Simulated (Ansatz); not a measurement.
**Two runs on TaBO**

System: TaBO, multiplicity 5.
Method of run A: UKS wB97M-V/def2-TZVPPD (Ansatz 0.2.0).

The geometry comes from this level: PBE0-D4/def2-TZVPPD. Text and figures count atoms from 1; the logs count them from 0 in places.

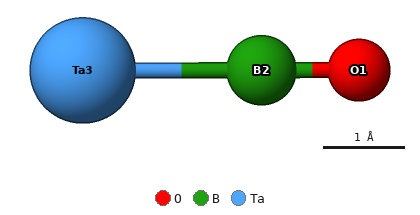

The structure (ball-and-stick view, seen on its broad side; atoms are numbered from 1 in the order of the input). Sticks mark near contacts. Bond lengths as drawn: B–O 1.21 Å and B–Ta 2.22 Å.

Input file, run A:
```yaml
crystal:
  periodic: [false, false, false]
  atoms:
    - { symbol: O, position_ang: [0.0, 0.0, -1.55121634] }
    - { symbol: B, position_ang: [0.0, 0.0, -0.33669523] }
    - { symbol: Ta, position_ang: [0.0, 0.0, 1.88791158] }
magnetization:
  spin_polarized: true
  initial_magnetization: 4
basis:
  gaussian: { orbitals: def2-TZVPPD.json }
hamiltonian:
  xc: { name: wB97M-V }
```

Command:
```bash
ansatz run input.yaml --threads 4 --pin off --max-ram 10240MiB --backend cpu --events-out ev --progress --plain --runs-dir out
```

Hardware: 4 threads of Arm Neoverse N1, 90 GiB of memory available, shared host.

Output (run A):
```
Engine: ansatz 0.2.0, aarch64-unknown-linux-gnu
Functional definition: wB97M-V
  parameter omega = 0.3/bohr
  parameter cx = 0.15
  parameter cx01 = 1.007
  parameter cx10 = 0.259
  parameter css00 = 0.443
  parameter css04 = -1.437
  parameter css10 = -4.535
  parameter css20 = -3.390
  parameter css43 = 4.278
  parameter cos00 = 1.000
  parameter cos10 = 1.358
  parameter cos20 = 2.924
  parameter cos21 = -8.812
  parameter cos60 = -1.390
  parameter cos61 = 9.142
  parameter b = 6.0
  parameter c = 0.01
  gx(w, u) = 1 - cx + cx01*u + cx10*w
  gss(w, u) = css00 + css04*u^4 + css10*w + css20*w^2 + css43*w^4*u^3
  gos(w, u) = cos00 + cos10*w + (cos20 + cos21*u)*w^2 + (cos60 + cos61*u)*w^6
  exchange = spin_sum(e_x_unif_sr(omega)*gx(b97_w, b97_u_x)) + cx*exact_x_sr(omega) + exact_x_lr(omega)
  correlation = spin_sum(e_c_pw_mod_same_spin*gss(b97_w, b97_u_same))
      + integral(e_c_pw_mod_opposite_spin*gos(b97_w_opposite, b97_u_opposite)) + vv10(b, c)
735 factors; their error is unknown
199 factors; integrals over basis functions are off by at most 1.0e-4 eV
mean field evaluation 1: about -4259.6439 eV, gradient 4.5e1 eV
mean field evaluation 2: about -4000.4835 eV, gradient 1.8e2 eV
mean field evaluation 4: about -4269.4682 eV, gradient 4.6e0 eV
mean field evaluation 8: about -4269.7018 eV, gradient 2.9e-1 eV
mean field evaluation 16: about -4269.7167 eV, gradient 3.5e-3 eV
mean field evaluation 32: about -4269.6256 eV, gradient 6.2e-1 eV
mean field -4269.71671187 eV, -156.9091950433 hartree, gradient 1.4e-5 eV, S^2 6.006942; 3 other end points of the search recorded, 0 dependent functions left out
reference -4269.71675826 eV, -156.9091967482 hartree; 15, 11 occupied and 121, 125 virtual orbitals, 735 factors
Total energy: -4269.71675826 eV, -156.9091967482 hartree
```

For run B the input was changed thus:
```diff
-  xc: { name: wB97M-V }
+  xc: { name: B2PLYP }
```

Predict how the results change.

The total energies belong to different methods, so their difference says nothing on which is more stable or more accurate. The functional changes from wB97M-V to B2PLYP. The basis functions go from 136 to 134. On the same kind of shared host run B took about 0.37 times as long.

Output (run B):
```
Engine: ansatz 0.2.0, aarch64-unknown-linux-gnu
Functional definition: B2PLYP
  parameter a = 0.53
  parameter c = 0.27
  exchange = (1 - a)*b88_x + a*exact_x
  correlation = (1 - c)*lyp_c + c*(mp2_os + mp2_ss)
849 factors; integrals over basis functions are off by at most 1.3e-3 eV
mean field evaluation 1: about -4251.0663 eV, gradient 4.5e1 eV
mean field evaluation 2: about -4251.1661 eV, gradient 4.5e1 eV
mean field evaluation 4: about -4259.5233 eV, gradient 1.7e1 eV
mean field evaluation 8: about -4262.3030 eV, gradient 7.1e-1 eV
mean field evaluation 16: about -4262.3310 eV, gradient 5.8e-3 eV
mean field evaluation 32: about -4262.2368 eV, gradient 6.1e-1 eV
mean field evaluation 64: about -4207.9985 eV, gradient 5.7e1 eV
mean field -4262.33102887 eV, -156.6377761992 hartree, gradient 4.8e-6 eV, S^2 6.008234; 6 other end points of the search recorded, 0 dependent functions left out
2 core orbitals not correlated: weight in the atoms' cores, before any rotation towards them, 1.000 or more for the frozen orbitals, at most 0.000 for the correlated occupied ones
reference -4262.33116172 eV, -156.6377810815 hartree; 13, 9 occupied and 121, 125 virtual orbitals, 849 factors
second order -20.14206219 eV of doubles, -0.00000000 eV of singles
Total energy: -4267.76951851 eV, -156.8376370073 hartree
```

The two runs side by side:

| quantity | run A | run B |
| --- | --- | --- |
| outcome | converged | converged |
| total energy (hartree) | −156.909197 | −156.837637 |
| ⟨S²⟩ | 6.007 | 6.008 |
| basis functions | 136 | 134 |
| wall time (shared host) | 31 s | 12 s |
